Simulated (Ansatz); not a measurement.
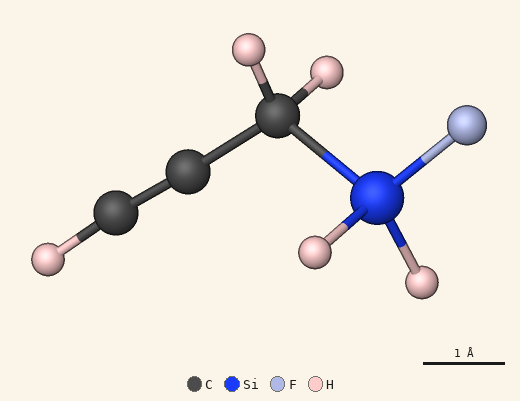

C3H5FSi (coarse preliminary run), before the relaxation. Style: ball-and-stick. Shown from a free direction.

The start comes from a force field.

The calculation used RKS PBE-D4/def2-SVP in Ansatz 0.2.0.

The input:
```yaml
crystal:
  periodic: [false, false, false]
  atoms:
    - {symbol: C, position_ang: [-1.132600, 1.104900, 1.830200]}
    - {symbol: C, position_ang: [-0.457100, 0.429700, 1.185900]}
    - {symbol: C, position_ang: [0.413800, -0.453100, 0.416100]}
    - {symbol: Si, position_ang: [0.373800, -0.297500, -1.426600]}
    - {symbol: F, position_ang: [1.341900, -1.340900, -2.108600]}
    - {symbol: H, position_ang: [-1.825600, 1.800800, 2.381200]}
    - {symbol: H, position_ang: [0.276100, -1.491200, 0.722500]}
    - {symbol: H, position_ang: [1.520900, -0.226400, 0.712900]}
    - {symbol: H, position_ang: [-1.063900, -0.643300, -1.846800]}
    - {symbol: H, position_ang: [0.635800, 1.065800, -1.864000]}
basis:
  gaussian: {orbitals: def2-SVP}
hamiltonian: {xc: pbe, dispersion: d4}
relax: {f_tol: 0.03, max_steps: 200}
```

### Predict the outcome.

The energy falls by 56.9 kJ/mol in 6 accepted moves (7 points after the start). The largest force component goes from 6.2 to 0.011 eV/Å. The line search rejected the trial step at point 4 of the run. The atom that moves furthest after the best rigid fit is H6 (0.21 Å). Largest moves by element: H 0.21 Å, C 0.15 Å, Si 0.12 Å, F 0.12 Å. Among the contacts that change: C1–C2 1.152 → 1.224 Å, Si4–F5 1.578 → 1.643 Å, C3–H8 1.168 → 1.112 Å, C3–Si4 1.850 → 1.899 Å. Among the angles between lasting bonds that change: C2–C3–Si4 117.5° → 107.9°, H9–Si4–H10 107.3° → 111.8°, Si4–C3–H8 104.9° → 109.3°. The run took of the order of 28 core-seconds on a shared host.

The structure at the end:

```xyz
10

C    -1.1718    1.1550    1.6988
C    -0.3776    0.3734    1.1918
C     0.5298   -0.5192    0.4910
Si    0.2735   -0.2649   -1.3737
F     1.2941   -1.2654   -2.1845
H    -1.8638    1.8361    2.1735
H     0.3368   -1.5839    0.7470
H     1.5910   -0.3095    0.7483
H    -1.1337   -0.6219   -1.7460
H     0.6048    1.1491   -1.7433
```

The end point in the same view:

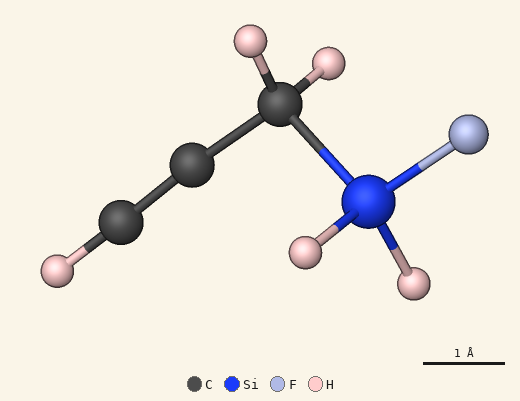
